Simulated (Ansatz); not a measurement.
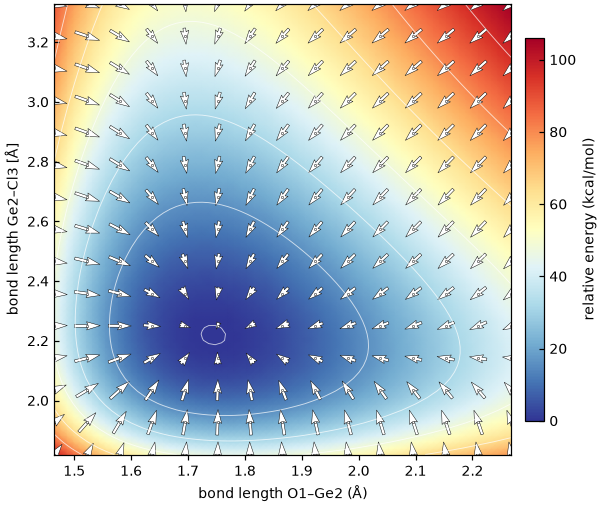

Energy landscape of ClGeHO, SMILES [OH][Ge][Cl]. 
- The first coordinate is: bond length O1–Ge2; the second: bond length Ge2–Cl3.
- Nothing is relaxed (all other coordinates rigid).
- The grid has 15 × 15 points.
- Energies: kcal/mol, counted from the lowest grid point.
- The reference is spin-restricted, which grows unreliable where a bond is stretched far.
- These are results of RHF/def2-TZVP (Ansatz 0.2.0), not measurements.

Drawn: a smooth colour map with a few white contour lines, dots at the grid points, arrows along the force (downhill), their lengths compressed. Between grid points the surface is interpolated. 

Describe this landscape.

The lowest grid point is at bond length O1–Ge2 = 1.752 Å, bond length Ge2–Cl3 = 2.250 Å. It is the only kind of minimum in the scanned range. The highest grid point, bond length O1–Ge2 = 2.268 Å, bond length Ge2–Cl3 = 3.328 Å, lies 106 kcal/mol above the lowest. Round the minimum the two coordinates are weakly coupled (coupling 0.10 in units of the two stiffnesses).

The whole map (225 points run) took 16 min on 1 thread of Arm Neoverse N1 (shared host).
